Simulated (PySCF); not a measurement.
FO, doublet, SMILES `F[O]`.

Method: ωB97X/def2-SVP; geometry: GFN2-xTB; program: PySCF. No frequency check shows the geometry to be a minimum. The stability of the open-shell solution wasn't checked. GFN2-xTB doesn't know the spin state, so this open-shell geometry is rough.

Geometry (Å), atoms numbered from 1:

```
F1       0.6109    0.0000    0.0000
O2      -0.6873    0.0000    0.0000
```

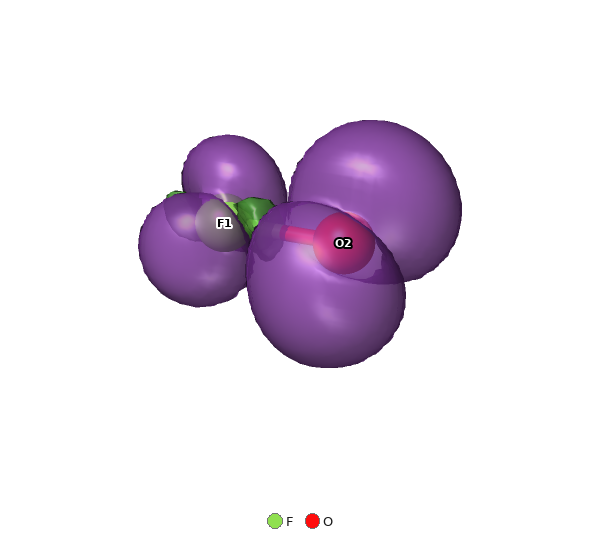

Spin density ρα − ρβ at ±0.02 e/Å³ (purple: excess α, green: excess β).

Question: How is the spin shared among the atoms?

Answer: Hirshfeld spin populations: O2 +0.82 and F1 +0.18. ⟨S²⟩ = 0.75, as for a pure state. The density isn't cylindrical: this is one component of a degenerate Π or Δ state.

Run time: 2 s on 1 thread of Arm Neoverse V2, on a shared host, peak memory 0.17 GiB.
